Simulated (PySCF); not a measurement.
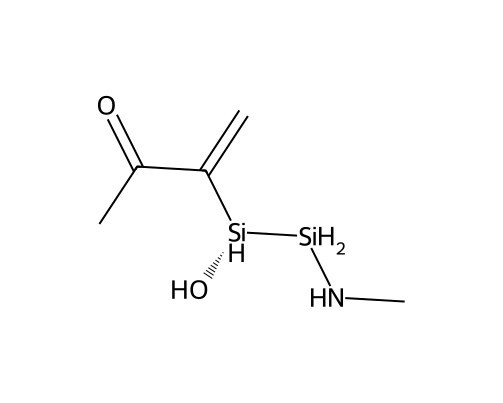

Computed geometry: GFN2-xTB optimisation. No frequency run is at hand to confirm it as a minimum. Properties computed with PBE0/pcSseg-1, gas phase (PySCF 2.14.0).

**What is the dipole moment?**

4.19 D.

**Estimate the HOMO energy (Kohn–Sham orbital).**

−6.69 eV.

**What is the LUMO energy (Kohn–Sham orbital)?**

−1.59 eV.

The geometry is semi-empirical. Around Si such bond lengths and angles can be off by a tenth of an ångström or more and by several degrees, and values that hang on the shape move with them.
